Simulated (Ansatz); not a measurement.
**AlBH₂ (triplet): one geometry, many settings at scale of all distances = 2.025**

What do other methods and options give for AlBH₂ (triplet) at this geometry, and how long do they take?

The runs use Ansatz 0.2.0, Gaussian basis; the settings change from run to run.

14 further runs of the same task are left out: 13 that didn't finish, 1 set aside as unsound or not needed. Runs told in other sessions of the task aren't counted.

## 1. The system

The geometry derives from a PBE0/def2-TZVP stationary point (not a proven minimum). All distances are scaled together.

4 atoms, charge 0, spin multiplicity 3.

Atoms are counted from 1 here; the program's logs count them from 0.

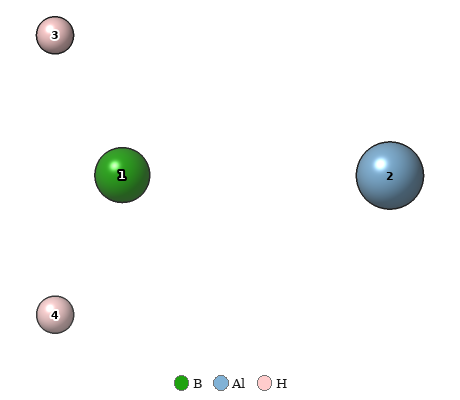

The geometry (boron green, aluminium light blue, hydrogen pink); atoms are numbered from 1 in the order of the file.

## 2. CCSDT on ROHF/6-31G

in.yaml

```yaml
crystal:
  periodic: [false, false, false]
  atoms:
    - {symbol: B, position_ang: [0.000000, 0.000000, 2.771994]}
    - {symbol: Al, position_ang: [0.000000, 0.000000, -1.396016]}
    - {symbol: H, position_ang: [0.000000, 2.182164, 3.818996]}
    - {symbol: H, position_ang: [0.000000, -2.182164, 3.818996]}
basis:
  gaussian: {orbitals: 6-31G}
magnetization: {spin_polarized: false, initial_magnetization: 2}
correlation: {method: ccsdt, electrons: valence}
output: {forces: true}
```

Started as:

```
$ ansatz run in.yaml --threads 1 --pin off --events-out ev --progress --plain --max-ram 2393MiB
```

Standard output, shortened:

```text
Functional definition: HF
  name "HF"
  cite "Fock, Z. Phys. 61, 126 (1930) doi:10.1007/BF01340294"
  parent pbe
[...]
542 factors; integrals over basis functions are off by at most 2.1e-7 eV
[...]
mean field -7274.63390788 eV, -267.3378651906 hartree, gradient 2.3e-6 eV, S^2 2.000000; 34 other end points of the search recorded, 0 dependent functions left out
[...]
determinant -7274.63390788 eV, -267.3378651906 hartree, with singles and doubles -7278.28018906 eV, -267.4718635524 hartree
determinant -7274.57376711 eV, -267.3356550583 hartree, with singles and doubles -7278.26413347 eV, -267.4712735203 hartree
determinant -7274.54672475 eV, -267.3346612695 hartree, with singles and doubles -7278.23760839 eV, -267.4702987418 hartree
determinant -7273.82616345 eV, -267.3081811305 hartree, with singles and doubles -7278.30482161 eV, -267.4727687819 hartree
determinant -7273.73512490 eV, -267.3048355255 hartree, with singles and doubles -7278.26140533 eV, -267.4711732630 hartree
determinant -7273.73238930 eV, -267.3047349938 hartree, with singles and doubles -7277.43673440 eV, -267.4408671655 hartree
determinant -7273.71327018 eV, -267.3040323790 hartree, with singles and doubles -7278.23955242 eV, -267.4703701835 hartree
determinant -7273.51016615 eV, -267.2965684437 hartree, with singles and doubles -7277.60268340 eV, -267.4469656786 hartree
determinant -7272.69280255 eV, -267.2665308853 hartree, with singles and doubles -7276.28481737 eV, -267.3985349954 hartree
[...]
determinant -7273.73512490 eV, -267.3048355255 hartree, with singles and doubles -7278.27827070 eV, -267.4717930540 hartree
determinant -7273.71327018 eV, -267.3040323790 hartree, with singles and doubles -7278.25584641 eV, -267.4709689766 hartree
[...]
determinant -7273.43955839 eV, -267.2939736563 hartree, with singles and doubles -7278.34763726 eV, -267.4743422282 hartree
determinant -7273.43955839 eV, -267.2939736563 hartree, with singles and doubles -7278.35604018 eV, -267.4746510296 hartree
unrestricted determinant -7275.83912040 eV, -267.3821559339 hartree, S^2 2.7764
6 core orbitals not correlated: weight in the atoms' cores, before any rotation towards them, 1.000 or more for the frozen orbitals, at most 0.000 for the correlated occupied ones
reference -7273.82616345 eV, -267.3081811305 hartree; 5, 3 occupied and 15, 17 virtual orbitals, 542 factors
second order -2.36199769 eV of doubles, -0.36284781 eV of singles
cycle   1  -3.32857360 eV  change    -1.0e0 eV  update   1.5e-1
[...]
cycle  41  -4.69378484 eV  change    2.9e-7 eV  update   5.6e-7
WARN: these amplitudes may be one of several solutions (largest doubles amplitude 0.26, level shift 2.69 eV)
[...]
Total energy: -7278.51994830 eV, -267.4806745420 hartree
Atom 0 at     0.000000     0.000000     2.771994 Å, force     0.000000     0.000000     0.857102 eV/Å
Atom 1 at     0.000000     0.000000    -1.396016 Å, force    -0.000000     0.000000     0.036196 eV/Å
Atom 2 at     0.000000     2.182164     3.818996 Å, force    -0.000000    -0.802046    -0.446649 eV/Å
Atom 3 at     0.000000    -2.182164     3.818996 Å, force    -0.000000     0.802046    -0.446649 eV/Å
Dipole moment:     0.000000    -0.000000    -0.309477 e Å
```

Run time: 19 s. Hardware: 1 thread of Arm Neoverse V1, shared host.

From the report: correlation -4.6938 eV; T1 0.068; largest double amplitude 0.26. The report flags that the cluster equations may have other roots.

## 3. CCSDT on ROHF/6-31G

in.yaml, as its differences from that of step 2:

```diff
@@ -8,5 +8,5 @@
 basis:
-  gaussian: {orbitals: 6-31G}
+  gaussian: {orbitals: 6-31G, fitting: {mean_field: def2-universal-jkfit}, point_charges: [{charge: -1.00, position_ang: [3.607, -0.578, -0.211]}]}
 magnetization: {spin_polarized: false, initial_magnetization: 2}
-correlation: {method: ccsdt, electrons: valence}
-output: {forces: true}
+correlation: {method: ccsdt, electrons: outside_noble_gas}
+scf: {omitted_lower_state_checks: [cluster_reference]}
```

Launched as before.

Standard output, shortened:

```text
Functional definition: HF
  name "HF"
  cite "Fock, Z. Phys. 61, 126 (1930) doi:10.1007/BF01340294"
  parent pbe
[...]
239 factors; integrals over basis functions are off by at most 1.7e-1 eV
[...]
mean field -7275.23160774 eV, -267.3598302554 hartree, gradient 1.1e-6 eV, S^2 2.000000; 13 other end points of the search recorded, 0 dependent functions left out
6 core orbitals not correlated: weight in the atoms' cores, before any rotation towards them, 1.000 or more for the frozen orbitals, at most 0.000 for the correlated occupied ones
reference -7275.23160774 eV, -267.3598302554 hartree; 5, 3 occupied and 15, 17 virtual orbitals, 239 factors
second order -1.99455875 eV of doubles, -0.01428318 eV of singles
cycle   1  -2.74114099 eV  change   -7.3e-1 eV  update   1.4e-1
[...]
cycle  67  -3.77137780 eV  change   -7.7e-8 eV  update   3.1e-7
Total energy: -7279.00298554 eV, -267.4984258332 hartree
Checks for a lower state left out: cluster_reference
```

It took 3.6 s on 1 thread of Arm Neoverse V1, shared host.

From the report: correlation -3.7714 eV; T1 0.130; largest double amplitude 0.26.

## 4. CCSDT on ROHF/6-31G

in.yaml

```yaml
crystal:
  periodic: [false, false, false]
  atoms:
    - {symbol: B, position_ang: [0.000000, 0.000000, 2.771994]}
    - {symbol: Al, position_ang: [0.000000, 0.000000, -1.396016]}
    - {symbol: H, position_ang: [0.000000, 2.182164, 3.818996]}
    - {symbol: H, position_ang: [0.000000, -2.182164, 3.818996]}
basis:
  gaussian: {orbitals: 6-31G}
magnetization: {spin_polarized: false, initial_magnetization: 2}
correlation: {method: ccsdt, electrons: outside_noble_gas}
scf: {lower_state_search: full}
```

Same command.

Standard output, shortened:

```text
Functional definition: HF
  name "HF"
  cite "Fock, Z. Phys. 61, 126 (1930) doi:10.1007/BF01340294"
  parent pbe
[...]
542 factors; integrals over basis functions are off by at most 2.1e-7 eV
[...]
mean field -7274.63390788 eV, -267.3378651906 hartree, gradient 2.3e-6 eV, S^2 2.000000; 39 other end points of the search recorded, 0 dependent functions left out
[...]
determinant -7274.63390788 eV, -267.3378651906 hartree, with singles and doubles -7278.28018906 eV, -267.4718635524 hartree
determinant -7274.57376711 eV, -267.3356550583 hartree, with singles and doubles -7278.26413347 eV, -267.4712735203 hartree
determinant -7274.54672475 eV, -267.3346612695 hartree, with singles and doubles -7278.23760839 eV, -267.4702987418 hartree
determinant -7273.82616345 eV, -267.3081811305 hartree, with singles and doubles -7278.30482161 eV, -267.4727687819 hartree
[...]
determinant -7273.71327018 eV, -267.3040323790 hartree, with singles and doubles -7278.25584641 eV, -267.4709689766 hartree
determinant -7273.43955839 eV, -267.2939736563 hartree, with singles and doubles -7278.34763726 eV, -267.4743422282 hartree
determinant -7273.43955839 eV, -267.2939736563 hartree, with singles and doubles -7278.35604018 eV, -267.4746510296 hartree
unrestricted determinant -7275.83912040 eV, -267.3821559339 hartree, S^2 2.7764
6 core orbitals not correlated: weight in the atoms' cores, before any rotation towards them, 1.000 or more for the frozen orbitals, at most 0.000 for the correlated occupied ones
reference -7273.82616345 eV, -267.3081811305 hartree; 5, 3 occupied and 15, 17 virtual orbitals, 542 factors
second order -2.36199769 eV of doubles, -0.36284781 eV of singles
cycle   1  -3.32857360 eV  change    -1.0e0 eV  update   1.5e-1
[...]
cycle  42  -4.69378470 eV  change    7.4e-8 eV  update   4.2e-7
WARN: these amplitudes may be one of several solutions (largest doubles amplitude 0.26, level shift 2.69 eV)
Total energy: -7278.51994815 eV, -267.4806745366 hartree
```

Run time: 11 s. Hardware: 1 thread of Arm Neoverse V1, shared host.

From the report: correlation -4.6938 eV; T1 0.068; largest double amplitude 0.26. The report flags that the cluster equations may have other roots.

## 5. MRCISD+Q(2,5)/6-31G

in.yaml, as its differences from that of step 4:

```diff
@@ -10,3 +10,2 @@
 magnetization: {spin_polarized: false, initial_magnetization: 2}
-correlation: {method: ccsdt, electrons: outside_noble_gas}
-scf: {lower_state_search: full}
+correlation: {method: fic_mrcisd_q, electrons: outside_noble_gas, active_space: {window: {electrons: 2, orbitals: 5}}}
```

Launched as before.

Standard output, shortened:

```text
Functional definition: HF
  name "HF"
  cite "Fock, Z. Phys. 61, 126 (1930) doi:10.1007/BF01340294"
  parent pbe
[...]
328 factors; integrals over basis functions are off by at most 1.4e-4 eV
[...]
mean field -7274.63387713 eV, -267.3378640606 hartree, gradient 2.5e-6 eV, S^2 2.000000; 23 other end points of the search recorded, 0 dependent functions left out
reference -7273.82614036 eV, -267.3081802819 hartree; 11, 9 occupied and 15, 17 virtual orbitals, 328 factors
state -7274.63503792 eV, -267.3379067188 hartree
contracted CI cycle   1: correlation 0.00000000 eV, 0.0000000000 hartree, residual 8.30e0 eV
contracted CI cycle   2: correlation -2.82295977 eV, -0.1037418581 hartree, residual 3.07e0 eV
contracted CI cycle   3: correlation -3.16388549 eV, -0.1162706473 hartree, residual 1.21e0 eV
contracted CI cycle   4: correlation -3.21789847 eV, -0.1182555875 hartree, residual 5.04e-1 eV
[...]
contracted CI cycle  13: correlation -3.24911839 eV, -0.1194028985 hartree, residual 3.24e-3 eV
contracted CI cycle  14: correlation -3.24911893 eV, -0.1194029182 hartree, residual 2.01e-3 eV
contracted CI cycle  15: correlation -3.24911914 eV, -0.1194029260 hartree, residual 1.20e-3 eV
contracted CI cycle  16: correlation -3.24911920 eV, -0.1194029284 hartree, residual 6.62e-4 eV
contracted CI cycle  17: correlation -3.24911922 eV, -0.1194029291 hartree, residual 3.41e-4 eV
contracted CI cycle  18: correlation -3.24911923 eV, -0.1194029293 hartree, residual 2.10e-4 eV
contracted CI cycle  19: correlation -3.24911923 eV, -0.1194029294 hartree, residual 1.30e-4 eV
state -7273.73326991 eV, -267.3047673556 hartree; corrected -7277.93573275 eV, -267.4592050166 hartree
state -7274.63503792 eV, -267.3379067188 hartree; corrected -7278.59282854 eV, -267.4833528416 hartree
WARN: 3 active orbitals are nearly empty or full. The corrections depend on them more than the energy does, and are more stable in an active space without them
Total energy: -7278.59282854 eV, -267.4833528416 hartree
```

Run time: 6.5 s. Hardware: 1 thread of Arm Neoverse V1, shared host.

From the report: 17 determinants; active occupations 1.00, 1.00, 0.00, 0.00, 0.00. The report marks this result as in doubt.

## 6. CCSD/6-31G

in.yaml

```yaml
crystal:
  periodic: [false, false, false]
  atoms:
    - {symbol: B, position_ang: [0.000000, 0.000000, 2.771994]}
    - {symbol: Al, position_ang: [0.000000, 0.000000, -1.396016]}
    - {symbol: H, position_ang: [0.000000, 2.182164, 3.818996]}
    - {symbol: H, position_ang: [0.000000, -2.182164, 3.818996]}
basis:
  gaussian: {orbitals: 6-31G}
magnetization: {spin_polarized: true, initial_magnetization: 2}
hamiltonian: {xc: {name: r2SCAN}, pseudopotentials: {relativity: scalar}}
correlation: {method: ccsd, electrons: outside_noble_gas, diis_vectors: 2}
```

Same command.

Standard output, shortened:

```text
Functional definition: r2SCAN
  name "r2SCAN"
  cite "Furness, Kaplan, Ning, Perdew & Sun, J. Phys. Chem. Lett. 11, 8208 (2020) doi:10.1021/acs.jpclett.0c02405"
  cite "Furness, Kaplan, Ning, Perdew & Sun, J. Phys. Chem. Lett. 11, 9248 (2020) doi:10.1021/acs.jpclett.0c03077"
  parent r2scan
[...]
328 factors; integrals over basis functions are off by at most 1.4e-4 eV
[...]
mean field -7303.29907192 eV, -268.3912905390 hartree, gradient 3.3e-8 eV, S^2 2.289254; 15 other end points of the search recorded, 0 dependent functions left out
6 core orbitals not correlated: weight in the atoms' cores, before any rotation towards them, 1.000 or more for the frozen orbitals, at most 0.000 for the correlated occupied ones
reference -7285.86338648 eV, -267.7505409175 hartree; 5, 3 occupied and 15, 17 virtual orbitals, 328 factors
second order -1.78529551 eV of doubles, -0.36142066 eV of singles
cycle   1  -2.74743297 eV  change   -5.9e-1 eV  update   1.1e-1
[...]
cycle  38  -3.43852085 eV  change    2.5e-6 eV  update   2.5e-6
WARN: the results are in doubt because among natural orbitals full CI differs from the method by -0.098 eV
Total energy: -7289.30190733 eV, -267.8769042279 hartree
Relativity: scalar
In doubt: among natural orbitals full CI differs from the method by -0.098 eV
```

It took 24 s on 1 thread of Arm Neoverse V1, shared host.

From the report: ⟨S²⟩ of the determinant 2.289 (pure triplet: 2.00); correlation -3.4385 eV; T1 0.059; largest double amplitude 0.20. The orbitals are Kohn-Sham ones, so correlation energy and T1 don't compare with those on Hartree-Fock orbitals. The program marks this result as in doubt; its last lines say why.

## 7. HF (ROHF)/6-31G

in.yaml

```yaml
crystal:
  periodic: [false, false, false]
  atoms:
    - {symbol: B, position_ang: [0.000000, 0.000000, 2.771994]}
    - {symbol: Al, position_ang: [0.000000, 0.000000, -1.396016]}
    - {symbol: H, position_ang: [0.000000, 2.182164, 3.818996]}
    - {symbol: H, position_ang: [0.000000, -2.182164, 3.818996]}
basis:
  gaussian: {orbitals: 6-31G}
magnetization: {spin_polarized: false, initial_magnetization: 2}
hamiltonian: {xc: hf}
output: {orbitals: {seedname: orbitals}}
```

Launched as before.

Standard output, shortened:

```text
Functional definition: HF
  name "HF"
  cite "Fock, Z. Phys. 61, 126 (1930) doi:10.1007/BF01340294"
  parent pbe
[...]
328 factors; integrals over basis functions are off by at most 1.4e-4 eV
[...]
mean field -7274.63387713 eV, -267.3378640606 hartree, gradient 7.0e-6 eV, S^2 2.000000; 10 other end points of the search recorded, 0 dependent functions left out
reference -7274.63387713 eV, -267.3378640606 hartree; 11, 9 occupied and 15, 17 virtual orbitals, 328 factors
Total energy: -7274.63387713 eV, -267.3378640606 hartree
```

Run time: 0.54 s. Hardware: 1 thread of Arm Neoverse V1, shared host.

## 8. CASSCF(2,3)/cc-pVDZ

in.yaml, as its differences from that of step 7:

```diff
@@ -8,5 +8,6 @@
 basis:
-  gaussian: {orbitals: 6-31G}
+  gaussian: {orbitals: cc-pVDZ}
 magnetization: {spin_polarized: false, initial_magnetization: 2}
-hamiltonian: {xc: hf}
-output: {orbitals: {seedname: orbitals}}
+hamiltonian: {pseudopotentials: {relativity: none}}
+correlation: {active_space: {window: {electrons: 2, orbitals: 3}}}
+scf: {lower_state_search: light}
```

Launched as before.

Standard output, shortened:

```text
Functional definition: HF
  name "HF"
  cite "Fock, Z. Phys. 61, 126 (1930) doi:10.1007/BF01340294"
  parent pbe
[...]
399 factors; integrals over basis functions are off by at most 1.3e-3 eV
[...]
mean field -7275.39471072 eV, -267.3658241794 hartree, gradient 3.0e-6 eV, S^2 2.000000; 22 other end points of the search recorded, 0 dependent functions left out
reference -7275.39471072 eV, -267.3658241794 hartree; 11, 9 occupied and 31, 33 virtual orbitals, 399 factors
state -7275.39471072 eV, -267.3658241794 hartree
Total energy: -7275.39471072 eV, -267.3658241794 hartree
```

Run time: 3.8 s. Hardware: 1 thread of Arm Neoverse V1, shared host.

From the report: 9 determinants; active occupations 1.00, 1.00, 0.00. With so small a space the active step adds no correlation: the energy is the mean field's.

## 9. MP2 on ROHF/6-31G

in.yaml, as its differences from that of step 8:

```diff
@@ -8,6 +8,4 @@
 basis:
-  gaussian: {orbitals: cc-pVDZ}
+  gaussian: {orbitals: 6-31G}
 magnetization: {spin_polarized: false, initial_magnetization: 2}
-hamiltonian: {pseudopotentials: {relativity: none}}
-correlation: {active_space: {window: {electrons: 2, orbitals: 3}}}
-scf: {lower_state_search: light}
+correlation: {method: mp2, electrons: outside_noble_gas}
```

Launched as before.

Standard output, shortened:

```text
Functional definition: HF
  name "HF"
  cite "Fock, Z. Phys. 61, 126 (1930) doi:10.1007/BF01340294"
  parent pbe
[...]
328 factors; integrals over basis functions are off by at most 1.4e-4 eV
[...]
mean field -7274.63387713 eV, -267.3378640606 hartree, gradient 2.5e-6 eV, S^2 2.000000; 23 other end points of the search recorded, 0 dependent functions left out
unrestricted determinant -7275.82763230 eV, -267.3817337539 hartree, S^2 2.7262
6 core orbitals not correlated: weight in the atoms' cores, before any rotation towards them, 1.000 or more for the frozen orbitals, at most 0.000 for the correlated occupied ones
reference -7274.63387713 eV, -267.3378640606 hartree; 5, 3 occupied and 15, 17 virtual orbitals, 328 factors
second order -2.04000237 eV of doubles, -0.01293268 eV of singles
Total energy: -7276.68681219 eV, -267.4133080323 hartree
```

Run time: 0.9 s. Hardware: 1 thread of Arm Neoverse V1, shared host.

## 10. CCSD on ROHF/6-31G

in.yaml, as its differences from that of step 9:

```diff
@@ -10,2 +10,2 @@
 magnetization: {spin_polarized: false, initial_magnetization: 2}
-correlation: {method: mp2, electrons: outside_noble_gas}
+correlation: {method: ccsd, electrons: outside_noble_gas}
```

Same command.

Standard output, shortened:

```text
Functional definition: HF
  name "HF"
  cite "Fock, Z. Phys. 61, 126 (1930) doi:10.1007/BF01340294"
  parent pbe
[...]
328 factors; integrals over basis functions are off by at most 1.4e-4 eV
[...]
mean field -7274.63387713 eV, -267.3378640606 hartree, gradient 2.5e-6 eV, S^2 2.000000; 34 other end points of the search recorded, 0 dependent functions left out
[...]
determinant -7274.63387713 eV, -267.3378640606 hartree, with singles and doubles -7278.28016247 eV, -267.4718625754 hartree
determinant -7274.57374222 eV, -267.3356541433 hartree, with singles and doubles -7278.26411717 eV, -267.4712729216 hartree
determinant -7274.54669574 eV, -267.3346602038 hartree, with singles and doubles -7278.23758678 eV, -267.4702979474 hartree
determinant -7273.82614036 eV, -267.3081802819 hartree, with singles and doubles -7278.30479981 eV, -267.4727679808 hartree
[...]
determinant -7273.43953532 eV, -267.2939728085 hartree, with singles and doubles -7278.34762199 eV, -267.4743416668 hartree
determinant -7273.43953532 eV, -267.2939728085 hartree, with singles and doubles -7278.35602592 eV, -267.4746505055 hartree
unrestricted determinant -7275.83908804 eV, -267.3821547448 hartree, S^2 2.7764
6 core orbitals not correlated: weight in the atoms' cores, before any rotation towards them, 1.000 or more for the frozen orbitals, at most 0.000 for the correlated occupied ones
reference -7273.82614036 eV, -267.3081802819 hartree; 5, 3 occupied and 15, 17 virtual orbitals, 328 factors
second order -2.36196892 eV of doubles, -0.36284752 eV of singles
cycle   1  -3.32857077 eV  change    -1.0e0 eV  update   1.5e-1
[...]
cycle  20  -4.50014955 eV  change    1.9e-6 eV  update   3.4e-6
WARN: the results are in doubt because among natural orbitals full CI differs from the method by -0.119 eV
Total energy: -7278.32628991 eV, -267.4735577274 hartree
In doubt: among natural orbitals full CI differs from the method by -0.119 eV
```

Wall time 6.5 s (1 thread of Arm Neoverse V1, shared host).

From the report: correlation -4.5001 eV; T1 0.072; largest double amplitude 0.24. Mind the lines of doubt at the end of the log.

## 11. The runs in one table

Where basis and cores are those of an earlier FCI/6-31G run (-7278.5233 eV), and the records show the same count of frozen orbitals and kind of state, the miss against it is given; a blank cell means that this couldn't be shown. † marks a result that the program doubts.

```
                                            level         correlated  functions  energy (eV)  from FCI (meV)    time
                            CCSDT on ROHF/6-31G †            valence         26   -7278.5199             3.4    19 s
      CCSDT on ROHF/6-31G (beside a point charge)  outside noble gas         26   -7279.0030                   3.6 s
                            CCSDT on ROHF/6-31G †  outside noble gas         26   -7278.5199             3.4    11 s
                            MRCISD+Q(2,5)/6-31G †  outside noble gas         26   -7278.5928           -69.5   6.5 s
CCSD/6-31G (on r2SCAN orbitals, relativity set) †  outside noble gas         26   -7289.3019                    24 s
                                  HF (ROHF)/6-31G                            26   -7274.6339          3889.4  0.54 s
                              CASSCF(2,3)/cc-pVDZ                            42   -7275.3947                   3.8 s
                                MP2 on ROHF/6-31G  outside noble gas         26   -7276.6868          1836.5   0.9 s
                             CCSD on ROHF/6-31G †  outside noble gas         26   -7278.3263           197.0   6.5 s
```

## 12. Outcome

| quantity | value |
| --- | --- |
| runs | 9 |
| quickest | HF (ROHF)/6-31G, 0.54 s |
| slowest | CCSD/6-31G (on r2SCAN orbitals, relativity set) †, 24 s |

What this shows: Total energies in different bases, with other cores or another treatment of relativity can't be set against each other. CCSD/6-31G (on r2SCAN orbitals, relativity set) † took 44 times as long as HF (ROHF)/6-31G; the jobs differ in more than the method. Among the correlated runs with a miss given, it spans -70 to +1836 meV. Hartree-Fock, CASSCF and CASCI lack dynamic correlation by design.
